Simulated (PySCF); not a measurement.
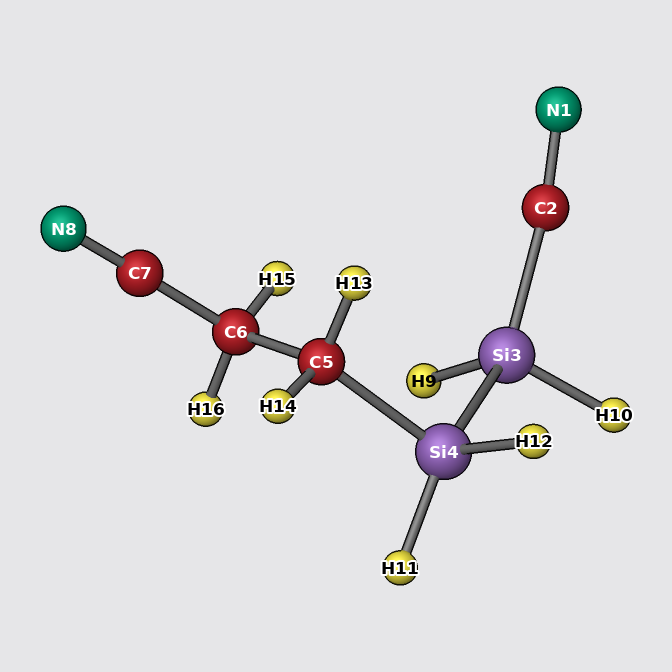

The questions are on Mulliken spin populations. State: charge −1, doublet. Computed geometry: GFN2-xTB optimisation. No frequency run is at hand to confirm it as a minimum. Properties computed with UKS B3LYP, pcH-1 on C H N Si, non-relativistic (PySCF 2.14.0).

List the Mulliken spin populations.

```tsv
atom	value (e)
N1	0.13
C2	0.04
Si3	0.42
Si4	0.35
C5	−0.01
C6	0.00
C7	0.00
N8	0.01
H9	−0.02
H10	−0.02
H11	0.11
H12	−0.02
H13	0.00
H14	0.00
H15	0.00
H16	0.00
```

Mulliken values depend strongly on the basis set. The geometry is semi-empirical. Around Si such bond lengths and angles can be off by a tenth of an ångström or more and by several degrees, and values that hang on the shape move with them.
